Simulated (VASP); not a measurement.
# Driving VASP from ASE on TiSb2, part 4 of 4

Do ASE scripts that read TiSb2 from different structure formats give one answer, and do several routes find one equilibrium volume? All runs use PBEsol. Left out of this account: 1 further run (self-consistent run: a reference on another mesh). The start is a cell from a database of measured crystal structures.

VASP 6.6.1; PBEsol; plane waves and PAW (Ti_sv, Sb).

So far. Step 4 (Relaxing cell and atoms (PBEsol, through ASE)): It ends with a largest force of 0.001 eV/Å and a pressure of 0.03 GPa. Step 5 (Equation of state by an ASE loop (PBEsol)): The fitted volume lies +0.41 % from the relaxed one.

### 6. BFGS in ASE (PBEsol)

Here ASE drives the relaxation and calls VASP for forces and stress at each step.

run.py reads:

```python
import numpy as np
from ase.calculators.vasp import Vasp
from ase import Atoms
from ase.optimize import BFGS
from ase.filters import FrechetCellFilter

atoms = Atoms(['Ti', 'Ti', 'Sb', 'Sb', 'Sb', 'Sb'],
              cell=[[-3.33, 3.33, 2.909], [3.33, -3.33, 2.909], [3.33, 3.33, -2.909]],
              scaled_positions=[[0.25, 0.25, 0.0], [0.75, 0.75, 0.0], [0.65156, 0.15156, 0.80312], [0.15156, 0.34844, 0.5], [0.34844, 0.84844, 0.19688], [0.84844, 0.65156, 0.5]],
              pbc=True)

calc = Vasp(
    xc='pbesol',
    pp='PBE',
    prec='Accurate',
    encut=400,
    ediff=1e-06,
    nelm=100,
    ismear=-1,
    sigma=0.05,
    lreal=False,
    algo='Normal',
    nbands=28,
    lasph=True,
    lorbit=11,
    lwave=False,
    lcharg=False,
    kpar=4,
    isif=2,
    pp_version='64',
    setups={'Ti': '_sv', 'Sb': ''},
    kpts=(7, 7, 7),
    gamma=True,
    txt='vasp.out',
)
atoms.calc = calc

BFGS(FrechetCellFilter(atoms)).run(fmax=0.02, steps=30)
print("cell (A, degrees):", np.round(atoms.cell.cellpar(), 4))
print("volume (A^3):", round(atoms.get_volume(), 4))
print("energy (eV):", round(atoms.get_potential_energy(), 6))
print("Fermi level (eV):", round(calc.get_fermi_level(), 4))
print("forces (eV/A):")
print(np.round(atoms.get_forces(), 4))
print("stress (GPa, Voigt, tension positive):", np.round(atoms.get_stress() * 160.21766, 3))
```

Potentials, in the order of the species: Ti_sv and Sb (PBE family, release 64).

Launch:

```bash
> export ASE_VASP_COMMAND="mpirun -np 4 vasp_std"
> python run.py
```

Output:

```text
Step     Time          Energy          fmax
BFGS:    0 --:--:--      -37.709483        0.423402
BFGS:    1 --:--:--      -37.715084        0.396315
BFGS:    2 --:--:--      -37.736160        0.153728
BFGS:    3 --:--:--      -37.736895        0.137896
BFGS:    4 --:--:--      -37.739245        0.066746
BFGS:    5 --:--:--      -37.739465        0.059532
BFGS:    6 --:--:--      -37.740921        0.041411
BFGS:    7 --:--:--      -37.741252        0.021579
BFGS:    8 --:--:--      -37.741232        0.003331
cell (A, degrees): [  5.4928   5.4928   5.4928 105.6712 105.6712 117.3721]
volume (A^3): 125.7273
energy (eV): -37.735474
Fermi level (eV): 9.9086
forces (eV/A):
[[ 0.      0.      0.    ]
 [ 0.      0.      0.    ]
 [ 0.0011  0.0011 -0.    ]
 [-0.0011  0.0011 -0.    ]
 [-0.0011 -0.0011  0.    ]
 [ 0.0011 -0.0011  0.    ]]
stress (GPa, Voigt, tension positive): [ 0.025  0.025  0.02  -0.     0.     0.   ]
```

It took 5.7 min on 4 MPI ranks of AMD EPYC 7R43, shared host; peak memory 0.88 GiB; 22 min of CPU time.

The INCAR that ASE wrote:

```
ENCUT = 400.000000
SIGMA = 0.050000
EDIFF = 1.00e-06
ALGO = Normal
GGA = PS
PREC = Accurate
ISIF = 2
ISMEAR = -1
KPAR = 4
LORBIT = 11
NBANDS = 28
NELM = 100
LASPH = .TRUE.
LCHARG = .FALSE.
LWAVE = .FALSE.
LREAL = .FALSE.
```

The KPOINTS that ASE wrote:

```
KPOINTS created by Atomic Simulation Environment
0
Gamma
7 7 7
0 0 0
```

VASP's own log, vasp.out (the last of its runs):

```text
[... set-up lines as in an earlier step ...]
 entering main loop
       N       E                     dE             d eps       ncg     rms          rms(c)
DAV:   1     0.386912535056E+03    0.38691E+03   -0.16886E+04  2280   0.127E+03
DAV:   2     0.104584776287E+02   -0.37645E+03   -0.36819E+03  2368   0.388E+02
DAV:   3    -0.357909168069E+02   -0.46249E+02   -0.45347E+02  3780   0.119E+02
DAV:   4    -0.400178072566E+02   -0.42269E+01   -0.41988E+01  3416   0.314E+01
DAV:   5    -0.402923685352E+02   -0.27456E+00   -0.27443E+00  3316   0.653E+00    0.148E+01
DAV:   6    -0.391082752289E+02    0.11841E+01   -0.35301E+01  3228   0.364E+01    0.806E+00
DAV:   7    -0.378785135560E+02    0.12298E+01   -0.12516E+01  3120   0.210E+01    0.497E+00
DAV:   8    -0.377419288790E+02    0.13658E+00   -0.10917E+00  2836   0.751E+00    0.733E-01
DAV:   9    -0.377415295558E+02    0.39932E-03   -0.57876E-02  3420   0.185E+00    0.475E-01
DAV:  10    -0.377413231943E+02    0.20636E-03   -0.76076E-03  3500   0.752E-01    0.835E-02
DAV:  11    -0.377412413162E+02    0.81878E-04   -0.11267E-03  3168   0.260E-01    0.511E-02
DAV:  12    -0.377412319263E+02    0.93899E-05   -0.10545E-04  3220   0.611E-02    0.498E-03
DAV:  13    -0.377412315847E+02    0.34163E-06   -0.32407E-06  2588   0.130E-02
   1 F= -.37741232E+02 E0= -.37735474E+02  d E =-.115156E-01
```

From OUTCAR (step 6):

```text
   ENCUT  =  400.0 eV  29.40 Ry    5.42 a.u.   8.96  8.96  8.96*2*pi/ulx,y,z

   NELECT =      44.0000    total number of electrons

 E-fermi :   9.9086

 k-point     1 :       0.0000    0.0000    0.0000
  band No.  band energies     occupation
    ...
     18       6.8252      2.00000
     19       6.8252      2.00000
     20       7.4695      2.00000
     21       8.2134      2.00000
     22       9.0104      2.00000
     23      10.3095      0.00066
     24      10.7443      0.00000
     25      11.3961      0.00000
     26      11.3961      0.00000
     27      11.7952      0.00000
    ...

  Total       -0.0199889     -0.0199889     -0.0160208     -0.0000000      0.0000000     -0.0000000
  in kB       -0.2547246     -0.2547246     -0.2041580     -0.0000000      0.0000000     -0.0000000
  external PRESSURE =      -0.2378691 kB  Pullay stress =       0.0000000 kB

 POSITION                                       TOTAL-FORCE (eV/Angst)
 -----------------------------------------------------------------------------------
      0.00000      0.00000      1.42737         0.000000      0.000000      0.000000
      0.00000      0.00000      4.28210         0.000000      0.000000      0.000000
      1.01614      4.33434      0.00000         0.001068      0.001068     -0.000000
      2.30206      1.01614     -0.00000        -0.001068      0.001068     -0.000000
      2.30206     -1.01614      2.85473        -0.001068     -0.001068      0.000000
      1.01614      2.30206      2.85473         0.001068     -0.001068      0.000000
 -----------------------------------------------------------------------------------
    total drift:                                0.000000     -0.000000      0.000000

  FREE ENERGIE OF THE ION-ELECTRON SYSTEM (eV)
  ---------------------------------------------------
  free  energy   TOTEN  =       -37.7412315847 eV

  energy  without entropy=      -37.7297159440  energy(sigma->0) =      -37.73547376

[... 4 parts as in an earlier step ...]

[... 12 further parts left out ...]
```

Numbers from this step:

| Property | Result |
| --- | --- |
| optimizer steps | 8 |
| volume after bfgs | 20.95 Å³/atom |

### 7. Total energy, forces and stress (PBEsol, through ASE), changed input

A single point gives energy, forces and stress at these settings. Some settings are moved from the usual, to see what they do.

run.py: that of step 6 with these lines changed.

```diff
@@ -3,4 +3,3 @@
 from ase import Atoms
-from ase.optimize import BFGS
-from ase.filters import FrechetCellFilter
+from ase.dft.bandgap import bandgap
 
@@ -31,3 +30,3 @@
     setups={'Ti': '_sv', 'Sb': ''},
-    kpts=(7, 7, 7),
+    kpts=(6, 6, 6),
     gamma=True,
@@ -37,5 +36,2 @@
 
-BFGS(FrechetCellFilter(atoms)).run(fmax=0.02, steps=30)
-print("cell (A, degrees):", np.round(atoms.cell.cellpar(), 4))
-print("volume (A^3):", round(atoms.get_volume(), 4))
 print("energy (eV):", round(atoms.get_potential_energy(), 6))
@@ -45 +41,3 @@
 print("stress (GPa, Voigt, tension positive):", np.round(atoms.get_stress() * 160.21766, 3))
+gap, p1, p2 = bandgap(calc, direct=False)
+print("gap on the mesh (eV):", round(gap, 4))
```

Output:

```text
energy (eV): -37.684835
Fermi level (eV): 9.5413
forces (eV/A):
[[ 0.     -0.      0.    ]
 [ 0.     -0.      0.    ]
 [ 0.1306  0.1306 -0.    ]
 [-0.1306  0.1306  0.    ]
 [-0.1306 -0.1306  0.    ]
 [ 0.1306 -0.1306  0.    ]]
stress (GPa, Voigt, tension positive): [ 1.708  1.708  3.231 -0.    -0.    -0.   ]
gap on the mesh (eV): 0.0
```

Wall time 37 s (4 MPI ranks); peak memory 0.83 GiB; 2.2 min of CPU time.

ASE turned this into the INCAR:

```
ENCUT = 400.000000
SIGMA = 0.050000
EDIFF = 1.00e-06
ALGO = Normal
GGA = PS
PREC = Accurate
ISIF = 2
ISMEAR = -1
KPAR = 4
LORBIT = 11
NBANDS = 28
NELM = 100
LASPH = .TRUE.
LCHARG = .FALSE.
LWAVE = .FALSE.
LREAL = .FALSE.
```

The KPOINTS that ASE wrote:

```
KPOINTS created by Atomic Simulation Environment
0
Gamma
6 6 6
0 0 0
```

VASP's own log, vasp.out:

```text
[... set-up lines as in an earlier step ...]
 entering main loop
       N       E                     dE             d eps       ncg     rms          rms(c)
DAV:   1     0.384483229333E+03    0.38448E+03   -0.17101E+04  1728   0.126E+03
DAV:   2     0.104898476133E+02   -0.37399E+03   -0.36544E+03  1776   0.382E+02
DAV:   3    -0.359048350056E+02   -0.46395E+02   -0.45513E+02  2824   0.119E+02
DAV:   4    -0.402310062413E+02   -0.43262E+01   -0.43013E+01  2576   0.312E+01
DAV:   5    -0.404970648272E+02   -0.26606E+00   -0.26585E+00  2440   0.631E+00    0.145E+01
DAV:   6    -0.394342525671E+02    0.10628E+01   -0.44099E+01  2432   0.385E+01    0.923E+00
DAV:   7    -0.378419216822E+02    0.15923E+01   -0.16143E+01  2364   0.235E+01    0.498E+00
DAV:   8    -0.376981332574E+02    0.14379E+00   -0.13469E+00  2144   0.807E+00    0.946E-01
DAV:   9    -0.376940819735E+02    0.40513E-02   -0.74090E-02  2524   0.211E+00    0.539E-01
DAV:  10    -0.376938835284E+02    0.19845E-03   -0.11244E-02  2640   0.851E-01    0.120E-01
DAV:  11    -0.376937187545E+02    0.16477E-03   -0.21876E-03  2308   0.336E-01    0.593E-02
DAV:  12    -0.376936982736E+02    0.20481E-04   -0.21703E-04  2308   0.899E-02    0.618E-03
DAV:  13    -0.376936964904E+02    0.17832E-05   -0.97690E-06  2304   0.243E-02    0.241E-03
DAV:  14    -0.376936965779E+02   -0.87535E-07   -0.42748E-07  1224   0.400E-03
   1 F= -.37693697E+02 E0= -.37684835E+02  d E =-.177231E-01
```

Parts of OUTCAR (step 7):

```text
   k-points           NKPTS =     30   k-points in BZ     NKDIM =     30   number of bands    NBANDS=     28

   NELECT =      44.0000    total number of electrons

 E-fermi :   9.5413

 k-point     1 :       0.0000    0.0000    0.0000
  band No.  band energies     occupation
    ...
     18       6.6113      2.00000
     19       6.6113      2.00000
     20       7.0933      2.00000
     21       7.9706      2.00000
     22       8.7245      2.00000
     23       9.9603      0.00046
     24      10.3765      0.00000
     25      11.0235      0.00000
     26      11.0235      0.00000
     27      11.3085      0.00000
    ...

  Total       -1.3755025     -1.3755025     -2.6023757      0.0000000      0.0000000      0.0000000
  in kB      -17.0796820    -17.0796820    -32.3138274      0.0000000      0.0000000      0.0000000
  external PRESSURE =     -22.1577305 kB  Pullay stress =       0.0000000 kB

 POSITION                                       TOTAL-FORCE (eV/Angst)
 -----------------------------------------------------------------------------------
      0.00000      0.00000      1.45450         0.000000     -0.000000      0.000000
      0.00000      0.00000      4.36350         0.000000     -0.000000      0.000000
      1.00939      4.33939      0.00000         0.130572      0.130572     -0.000000
      2.32061      1.00939      0.00000        -0.130572      0.130572      0.000000
      2.32061     -1.00939      2.90900        -0.130572     -0.130572      0.000000
      1.00939      2.32061      2.90900         0.130572     -0.130572      0.000000
 -----------------------------------------------------------------------------------
    total drift:                                0.000000     -0.000000     -0.000000

  FREE ENERGIE OF THE ION-ELECTRON SYSTEM (eV)
  ---------------------------------------------------
  free  energy   TOTEN  =       -37.6936965779 eV

  energy  without entropy=      -37.6759734493  energy(sigma->0) =      -37.68483501

[... 7 parts as in an earlier step ...]

[... 9 further parts left out ...]
```

The mesh holds 30 irreducible points against 40. At this level the cell is under a tension of 2.2 GPa, so at these settings it is away from equilibrium.

This step gave:

* irreducible k-points: 30
* free energy (TOTEN): -37.69 eV
* energy at zero smearing: -37.68 eV
* Fermi energy: 9.541 eV
* pressure: -2.216 GPa

Force by atom:

```tsv
atom	x (eV/Å)	y (eV/Å)	z (eV/Å)	size
Ti1	0.000	0.000	0.000	0.000
Ti2	0.000	0.000	0.000	0.000
Sb3	0.131	0.131	0.000	0.185
Sb4	-0.131	0.131	0.000	0.185
Sb5	-0.131	-0.131	0.000	0.185
Sb6	0.131	-0.131	0.000	0.185
```

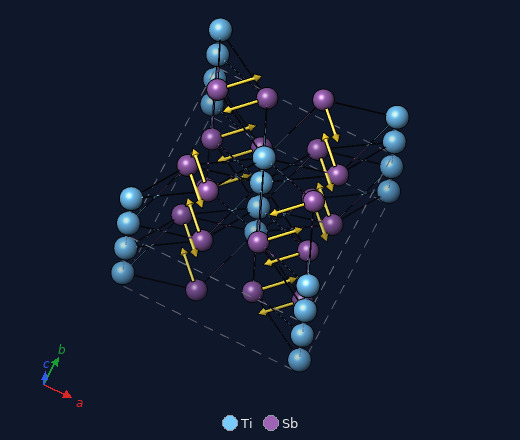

Force as arrows, the longest 0.185 eV/Å. 1×1×2 conventional cells are drawn. Some periodic images of atoms are drawn too.

Against the sound run “Total energy, forces and stress (PBEsol, through ASE)”, the energy at zero smearing moves by +3.2 meV an atom, the pressure by +0.04 GPa and the Fermi level by -0.00 eV.

### 8. The runs together

```
                                                run  atoms   mesh  energy (eV/atom)  pressure (GPa)
                  ASE, structure read from a POSCAR      6  7×7×7          -6.28400          -2.258
ASE, structure read from a CIF with its space group     12  4×4×4          -6.28732          -2.285
```

### 9. Summary of results

| Property | Result |
| --- | --- |
| energy, ASE, structure read from a POSCAR | -6.28400 eV/atom |
| energy, ASE, structure read from a CIF with its space group | -6.28732 eV/atom |
| volume from VASP's own relaxation | 20.95 Å³/atom |
| volume from the fit of the ASE volume loop | 21.04 Å³/atom |
| volume from BFGS in ASE | 20.95 Å³/atom |

In words: With the structure read from a CIF with its space group, ASE's run differs from the first script by -3.3 meV an atom, on the larger cell and its own mesh. The routes to the equilibrium volume agree within 0.41 %. VASP's relaxation keeps the plane waves of its start, while ASE starts VASP afresh at each cell, and a loop at fixed shape can't relax anything but the volume.

[Lines on the potential files, build, host, timing and source positions are cut from VASP's logs without a mark.]

[Logs are printed without paths, hosts, clocks, repeated set-up lines and the standing remarks that a program may print on its own settings, such as how far it seeks lower states.]

[Hosts, paths, dates, database ids (printed as entryN), source tags and the programs' standing remarks are cut or masked in the printed files.]

[A measured line is paired with the nearest computed mode of its activity, which favours agreement.]
